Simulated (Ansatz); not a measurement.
**Run report: CH5F3Ge, geometry relaxation (part 1 of 2)**

System: CH5F3Ge.
Method: RKS B3LYP/def2-SVP (Ansatz 0.2.0).

The input holds or restrains some coordinates. It belongs to a series of runs on one base structure; here: pulled along the bonds that form and break, towards end B. Figures and captions count atoms from 1; the log counts them from 0 in places.

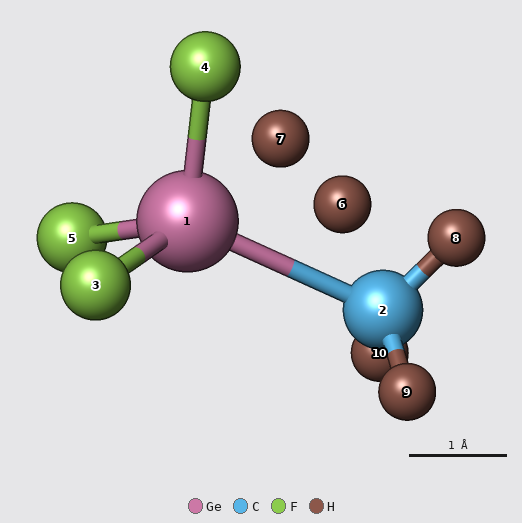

Figure 1. The starting structure (ball-and-stick view, seen at a tilt; atoms are numbered from 1 in the order of the input). Sticks mark near contacts. Bond lengths as drawn: C–Ge 2.27 Å, C–H 1.09 to 1.11 Å and F–Ge 1.73 to 1.75 Å.

Key numbers:

- outcome: converged under the restraints of the input
- total energy: −65777.0964 eV
- mean-field energy: −65777.0964 eV
- largest force (length of the vector) at the end, held atoms and coordinates included: 0.644 eV/Å
- hardware: 2 threads of Intel Xeon (Sapphire Rapids), 16 GiB of memory available, shared host
- wall time: 39 s (CPU time 73 s)
- peak memory: 0.3 GiB

The input:
```yaml
crystal:
  periodic: [false, false, false]
  atoms:
    - { symbol: Ge, position_ang: [-0.9015, 0.5053, 0.3002] }
    - { symbol: C, position_ang: [0.6946, -0.6887, -0.7884] }
    - { symbol: F, position_ang: [-2.4904, 0.6542, -0.4251] }
    - { symbol: F, position_ang: [-1.3849, -0.302, 1.7532] }
    - { symbol: F, position_ang: [-0.5884, 2.1943, 0.4662] }
    - { symbol: H, position_ang: [1.0435, -0.1079, 0.4564] }
    - { symbol: H, position_ang: [0.8606, 0.4334, 1.245] }
    - { symbol: H, position_ang: [0.92, -1.5674, -0.1845] }
    - { symbol: H, position_ang: [0.3432, -1.1049, -1.7508] }
    - { symbol: H, position_ang: [1.5034, -0.0164, -1.0723] }
basis:
  gaussian: { orbitals: def2-SVP }
hamiltonian:
  xc: b3lyp
relax:
  f_tol: 0.15
  max_steps: 25
  restrain:
    - { distance: [0, 6], at: 1.51, k: 30.0 }
    - { distance: [5, 1], at: 1.07, k: 30.0 }
    - { distance: [0, 1], at: 3.26, k: 30.0 }
    - { distance: [5, 6], at: 1.92, k: 30.0 }
```

Launched with:
```bash
ansatz run input.yaml --threads 2 --pin off --max-ram 3072MiB --backend cpu --events-out ev --progress --plain --runs-dir out
```

Log:
```
The last accepted step is kept in [file] (removed where the run ends without a failure and the disk answers)
Engine: ansatz 0.2.0, x86_64-unknown-linux-gnu
Functional definition: B3LYP
  parameter a0 = 0.2
  parameter ax = 0.72
  parameter ac = 0.81
  exchange = (1 - a0 - ax)*slater_x + ax*b88_x + a0*exact_x
  correlation = (1 - ac)*vwn_rpa_c + ac*lyp_c
1192 factors; integrals over basis functions are off by at most 3.0e-4 eV
mean field evaluation 1: about -65764.7251 eV, gradient 6.9e1 eV
mean field evaluation 2: about -65753.0727 eV, gradient 1.1e2 eV
mean field evaluation 4: about -65773.5940 eV, gradient 4.5e0 eV
mean field evaluation 8: about -65773.6527 eV, gradient 4.6e-2 eV
mean field evaluation 16: about -65773.6527 eV, gradient 1.4e-5 eV
mean field -65773.65266428 eV, -2417.1371524294 hartree, gradient 1.4e-5 eV, S^2 0.000000; 0 other end points of the search recorded, 0 dependent functions left out
the calculation of the forces begins
reference -65773.65289156 eV, -2417.1371607815 hartree; 35, 35 occupied and 78, 78 virtual orbitals, 1192 factors
relax step   1: F+E_penalty+E_count = -65773.65266428 eV  Δ(F+E_penalty+E_count) = +0.000e0 eV  max|allowed force component| = 4.756e0 eV/Å  E_restraint = 33.51578062 eV  max|allowed force component, restraints' pulls added| = 2.738e1 eV/Å  Δτ_max = 0.0000 Å  (27 SCF iters, accepted)
  distance Ge 0 - H 6 = 2.0007 Å
  distance H 5 - C 1 = 1.4172 Å
  distance Ge 0 - C 1 = 2.2712 Å
  distance H 5 - H 6 = 0.9738 Å
these checks for a lower state are left out or cut short: starts, cluster_reference, orbital_swaps, neighbouring_geometries, increment
1192 factors; integrals over basis functions are off by at most 6.2e-4 eV
mean field -65771.67542811 eV, -2417.0644903402 hartree, gradient 2.5e-5 eV, S^2 0.000000; 0 other end points of the search recorded, 0 dependent functions left out
[... from here on the field's lines of each further geometry are left out, up to the last ...]
relax step   2: F+E_penalty+E_count = -65771.67542811 eV  Δ(F+E_penalty+E_count) = +1.977e0 eV  max|allowed force component| = 3.100e0 eV/Å  E_restraint = 15.75702099 eV  max|allowed force component, restraints' pulls added| = 1.838e1 eV/Å  Δτ_max = 0.1934 Å  (35 SCF iters, accepted)
relax step   3: F+E_penalty+E_count = -65771.48448059 eV  Δ(F+E_penalty+E_count) = +1.909e-1 eV  max|allowed force component| = 3.634e0 eV/Å  E_restraint = 4.67333129 eV  max|allowed force component, restraints' pulls added| = 1.022e1 eV/Å  Δτ_max = 0.1941 Å  (35 SCF iters, accepted)
relax step   4: F+E_penalty+E_count = -65772.87881861 eV  Δ(F+E_penalty+E_count) = -1.394e0 eV  max|allowed force component| = 3.152e0 eV/Å  E_restraint = 0.29433928 eV  max|allowed force component, restraints' pulls added| = 2.843e0 eV/Å  Δτ_max = 0.1955 Å  (35 SCF iters, accepted)
relax step   5: F+E_penalty+E_count = -65774.65800343 eV  Δ(F+E_penalty+E_count) = -1.779e0 eV  max|allowed force component| = 1.962e0 eV/Å  E_restraint = 0.02715593 eV  max|allowed force component, restraints' pulls added| = 1.909e0 eV/Å  Δτ_max = 0.1955 Å  (29 SCF iters, accepted)
relax step   6: F+E_penalty+E_count = -65775.67336360 eV  Δ(F+E_penalty+E_count) = -1.015e0 eV  max|allowed force component| = 1.066e0 eV/Å  E_restraint = 0.01766515 eV  max|allowed force component, restraints' pulls added| = 1.130e0 eV/Å  Δτ_max = 0.1951 Å  (28 SCF iters, accepted)
relax step   7: F+E_penalty+E_count = -65776.13508565 eV  Δ(F+E_penalty+E_count) = -4.617e-1 eV  max|allowed force component| = 1.001e0 eV/Å  E_restraint = 0.00801062 eV  max|allowed force component, restraints' pulls added| = 7.844e-1 eV/Å  Δτ_max = 0.1949 Å  (29 SCF iters, accepted)
relax step   8: F+E_penalty+E_count = -65776.53191130 eV  Δ(F+E_penalty+E_count) = -3.968e-1 eV  max|allowed force component| = 7.844e-1 eV/Å  E_restraint = 0.00830494 eV  max|allowed force component, restraints' pulls added| = 6.259e-1 eV/Å  Δτ_max = 0.1999 Å  (28 SCF iters, accepted)
relax step   9: F+E_penalty+E_count = -65776.72984112 eV  Δ(F+E_penalty+E_count) = -1.979e-1 eV  max|allowed force component| = 7.936e-1 eV/Å  E_restraint = 0.01355992 eV  max|allowed force component, restraints' pulls added| = 5.354e-1 eV/Å  Δτ_max = 0.2000 Å  (28 SCF iters, accepted)
relax step  10: F+E_penalty+E_count = -65776.86849501 eV  Δ(F+E_penalty+E_count) = -1.387e-1 eV  max|allowed force component| = 7.555e-1 eV/Å  E_restraint = 0.01569466 eV  max|allowed force component, restraints' pulls added| = 4.229e-1 eV/Å  Δτ_max = 0.2000 Å  (28 SCF iters, accepted)
relax step  11: F+E_penalty+E_count = -65776.98880270 eV  Δ(F+E_penalty+E_count) = -1.203e-1 eV  max|allowed force component| = 8.234e-1 eV/Å  E_restraint = 0.05867883 eV  max|allowed force component, restraints' pulls added| = 1.126e0 eV/Å  Δτ_max = 0.1953 Å  (28 SCF iters, accepted)
relax step  12: F+E_penalty+E_count = -65777.03903007 eV  Δ(F+E_penalty+E_count) = -5.023e-2 eV  max|allowed force component| = 8.680e-1 eV/Å  E_restraint = 0.01342068 eV  max|allowed force component, restraints' pulls added| = 7.862e-1 eV/Å  Δτ_max = 0.1942 Å  (27 SCF iters, accepted)
relax step  13: F+E_penalty+E_count = -65777.08434704 eV  Δ(F+E_penalty+E_count) = -4.532e-2 eV  max|allowed force component| = 5.489e-1 eV/Å  E_restraint = 0.00644550 eV  max|allowed force component, restraints' pulls added| = 1.454e-1 eV/Å  Δτ_max = 0.2000 Å  (28 SCF iters, accepted)
relax step  14: F+E_penalty+E_count = -65777.08799793 eV  Δ(F+E_penalty+E_count) = -3.651e-3 eV  max|allowed force component| = 6.182e-1 eV/Å  E_restraint = 0.01753564 eV  max|allowed force component, restraints' pulls added| = 6.155e-1 eV/Å  Δτ_max = 0.1930 Å  (28 SCF iters, rejected (line search))
relax step  15: F+E_penalty+E_count = -65777.09005351 eV  Δ(F+E_penalty+E_count) = -5.706e-3 eV  max|allowed force component| = 5.473e-1 eV/Å  E_restraint = 0.00525873 eV  max|allowed force component, restraints' pulls added| = 1.619e-1 eV/Å  Δτ_max = 0.0940 Å  (28 SCF iters, accepted)
the calculation of the forces begins
reference -65777.09637984 eV, -2417.2637066417 hartree; 35, 35 occupied and 78, 78 virtual orbitals, 1192 factors
relax step  16: F+E_penalty+E_count = -65777.09614587 eV  Δ(F+E_penalty+E_count) = -6.092e-3 eV  max|allowed force component| = 5.450e-1 eV/Å  E_restraint = 0.00616185 eV  max|allowed force component, restraints' pulls added| = 6.166e-2 eV/Å  Δτ_max = 0.1000 Å  (28 SCF iters, accepted)
  distance Ge 0 - H 6 = 1.5115 Å
  distance H 5 - C 1 = 1.0854 Å
  distance Ge 0 - C 1 = 3.2684 Å
  distance H 5 - H 6 = 1.9300 Å
1192 factors; integrals over basis functions are off by at most 8.4e-4 eV
mean field evaluation 128: about -65768.3891 eV, gradient 6.9e1 eV
```

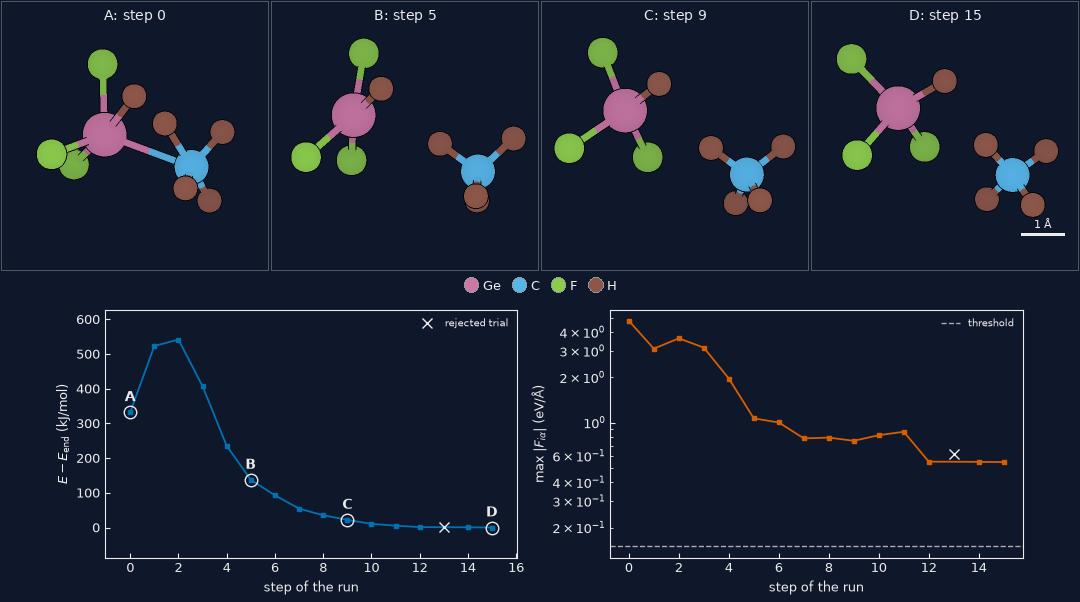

Figure 2. Frames of the restrained relaxation (ball-and-stick view, seen at a tilt) above the curves, on which the letters mark them (the first geometry is step 0 here and step 1 in the log).

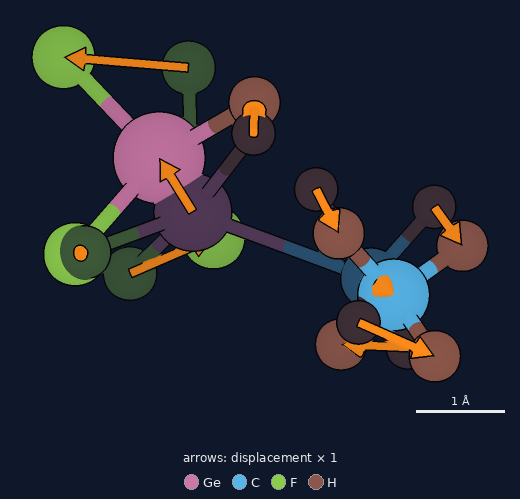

Figure 3. Start (faint) and end (solid) with the displacements as orange arrows, at true length (ball-and-stick view, seen at a tilt). The two geometries are laid on each other by the best rigid fit. Over 15 geometry steps the energy falls by 332.2 kJ/mol. The largest force component goes from 4.8 to 0.54 eV/Å. The line search rejected the trial step at point 13 (counted from 0) and went back. The atom that moves furthest after the best rigid fit is F5 (1.44 Å). Largest moves by element: F 1.44 Å, H 0.96 Å, Ge 0.73 Å, C 0.50 Å. Distances before and after: Ge1–C2 2.271 → 3.268 Å, Ge1–H7 2.001 → 1.512 Å, C2–H6 1.417 → 1.085 Å, Ge1–F3 1.753 → 1.723 Å. New bonds form: C2–H6 (1.42 → 1.09 Å), Ge1–H7 (2.00 → 1.51 Å). Bonds break: Ge1–C2 (2.27 → 3.27 Å). Among the angles that change: H6–C2–H9 175.4° → 110.6°, F3–Ge1–H7 175.4° → 113.0°, F5–Ge1–H7 80.2° → 113.4°. (Atoms are counted from 1 in the order of the input.)

```
mean field -65777.09614587 eV, -2417.2636980435 hartree, gradient 1.7e-5 eV, S^2 0.000000; 1 other end points of the search recorded, 0 dependent functions left out
the calculation of the forces begins
reference -65777.09637984 eV, -2417.2637066417 hartree; 35, 35 occupied and 78, 78 virtual orbitals, 1192 factors
Total energy: -65777.09637984 eV, -2417.2637066417 hartree
Atom 0 at    -0.932656     1.080255     0.748945 Å, force    -0.203669     0.105253     0.093338 eV/Å
Atom 1 at     1.024680    -1.076276    -0.734491 Å, force     0.125563    -0.319195    -0.544990 eV/Å
Atom 2 at    -1.462143     0.954932    -0.885789 Å, force    -0.016490     0.026809    -0.004451 eV/Å
Atom 3 at    -1.668968    -0.229783     1.591039 Å, force     0.006445     0.046792    -0.007587 eV/Å
Atom 4 at    -1.648569     2.522875     1.360344 Å, force     0.015993    -0.037607     0.002462 eV/Å
Atom 5 at     1.087167    -0.708253     0.284740 Å, force     0.107999    -0.133144     0.319998 eV/Å
Atom 6 at     0.572424     1.052187     0.885363 Å, force    -0.036265     0.309576     0.118006 eV/Å
Atom 7 at     1.451282    -2.088337    -0.784973 Å, force    -0.007703     0.017186     0.008087 eV/Å
Atom 8 at    -0.020376    -1.101845    -1.072372 Å, force     0.015509    -0.002141     0.012852 eV/Å
Atom 9 at     1.597259    -0.405855    -1.392906 Å, force    -0.007381    -0.013529     0.002286 eV/Å
Dipole moment:     0.548139    -0.049526     0.002711 e Å
```

Trajectory as extended XYZ (Å, eV, eV/Å), 16 frames, from step=1 to step=16:
```
10
Properties=species:S:1:pos:R:3:forces:R:3 step=1 energy=-65773.65266
Ge   -0.9015    0.5053    0.3002    0.4195  -1.3791  -1.6154
C     0.6946   -0.6887   -0.7884   -3.4856  -0.0783  -2.5193
F    -2.4904    0.6542   -0.4251    0.5216  -0.2661  -0.1642
F    -1.3849   -0.3020    1.7532    0.2586   0.0680  -0.0366
F    -0.5884    2.1943    0.4662    0.3065  -0.0712   0.0706
H     1.0435   -0.1079    0.4564    0.0265   2.8158   4.7555
H     0.8606    0.4334    1.2450    1.5236  -1.2169  -1.0383
H     0.9200   -1.5674   -0.1845    0.1727  -0.0973   0.4596
H     0.3432   -1.1049   -1.7508   -0.0795  -0.0672  -0.1346
H     1.5034   -0.0164   -1.0723    0.3361   0.2924   0.2226
```
